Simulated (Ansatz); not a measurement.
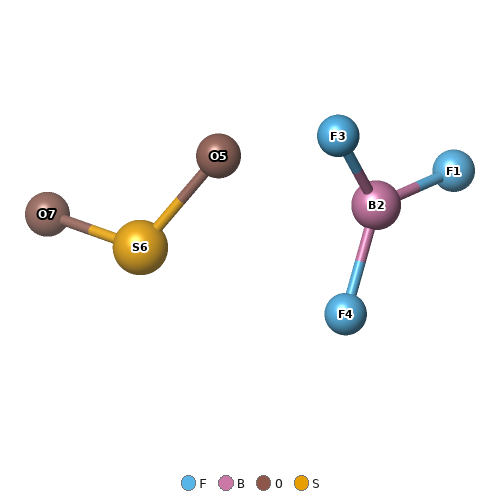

The system is the pair BF₃···O₂S; the picture shows the reference structure. The turn is about an axis along (−0.90, 0.41, 0.12) in the frame of the relaxed pair, normal to the line between the partners. First axis: distance B2···O5. Second axis: turn of O5, S6, O7 about B2. The grid has 9 × 9 points. Points are written as (first, second). Energies are in kcal/mol, from the two partners far apart, frozen as in the relaxed pair, each in its own basis (no counterpoise correction). All numbers below come from RKS PBE-D4/def2-SVPD (Ansatz).

Its coordinates:

```xyz
7

F     1.2080    0.6466   -1.6750
B     0.1489   -0.1346   -1.4932
F     0.2618   -1.4554   -1.5805
F    -1.0640    0.4167   -1.3761
O     0.4653   -0.1665    0.9719
S    -0.6250    0.3665    1.8440
O    -0.3949    0.3266    3.3089
```

Range: distance B2···O5 from 2.088 to 4.088 Å; turn of O5, S6, O7 about B2 from −60 to 60°.

Q: Predict the map.

A: The lowest grid point is at (2.594 Å, 0°), −5.5 kcal/mol from the two partners far apart, frozen as in the relaxed pair, each in its own basis (no counterpoise correction). No other kind of well shows on this grid. The highest grid point, (2.088 Å, −60°), lies 154.9 kcal/mol above the lowest. Round the minimum the two coordinates are nearly uncoupled.

```csv
"turn of O5, S6, O7 about B2 ↓, distance B2···O5 →",2.088,2.197,2.375,2.594,2.846,3.124,3.425,3.747,4.088
60,148.9,110.6,64.2,30.2,11.2,2.7,−0.3,−1.0,−1.0
45,59.3,41.9,22.4,9.0,2.0,−0.8,−1.6,−1.5,−1.1
30,17.6,10.8,3.7,−0.5,−2.4,−2.7,−2.4,−1.8,−1.2
15,1.4,−1.2,−3.5,−4.4,−4.3,−3.6,−2.7,−1.9,−1.3
0,−2.7,−4.3,−5.4,−5.5,−4.8,−3.8,−2.8,−1.9,−1.3
−15,1.4,−1.2,−3.5,−4.4,−4.3,−3.6,−2.7,−1.9,−1.3
−30,17.6,10.8,3.8,−0.5,−2.4,−2.7,−2.3,−1.8,−1.2
−45,59.5,42.1,22.4,9.0,2.0,−0.8,−1.6,−1.5,−1.1
−60,149.5,111.1,64.5,30.3,11.2,2.8,−0.2,−1.0,−1.0
```

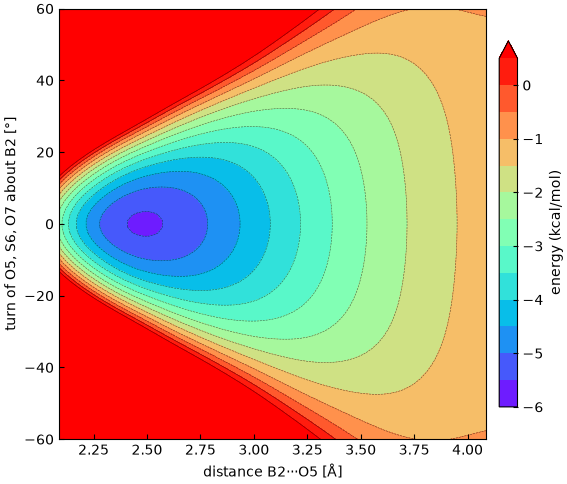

In the figure: filled contours, one colour for all values above the top of the scale. Between grid points the surface is interpolated.

Each point was launched as `ansatz run input.yaml --threads 1 --pin off --max-ram 2560MiB --backend cpu --events-out ev --progress --plain --runs-dir out`. The whole map (81 points run) took 14 min on 1 thread of Arm Neoverse V1, with other jobs on the host.
